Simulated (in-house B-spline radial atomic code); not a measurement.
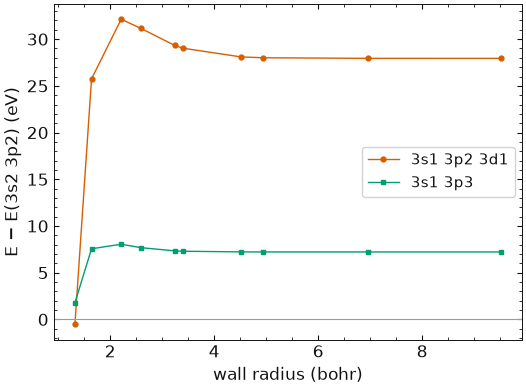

The chlorine ion Cl³⁺ in the configuration [Ne] 3s2 3p2 (high spin). It is put inside a hard spherical wall of varying radius. Theory: non-relativistic r2SCAN, spin-polarised, spherical fractional occupations, point nucleus, hard spherical wall, basis-set limit (computed with an in-house B-spline radial code). The plot shows the energy of other fillings against the starting one at the same radius.

Question: Does confinement change the order of these fillings?

Answer: Against 3s2 3p2: 3s1 3p2 3d1 lies 27.9 eV above it at 9.52 bohr and crosses it between 1.64 and 1.32 bohr, ending at −0.545 eV at 1.32 bohr; 3s1 3p3 lies 7.22 eV above it at 9.52 bohr and never crosses it, ending at 1.77 eV at 1.32 bohr. At the tightest wall the lowest of the fillings run is 3s1 3p2 3d1; others weren't tried.
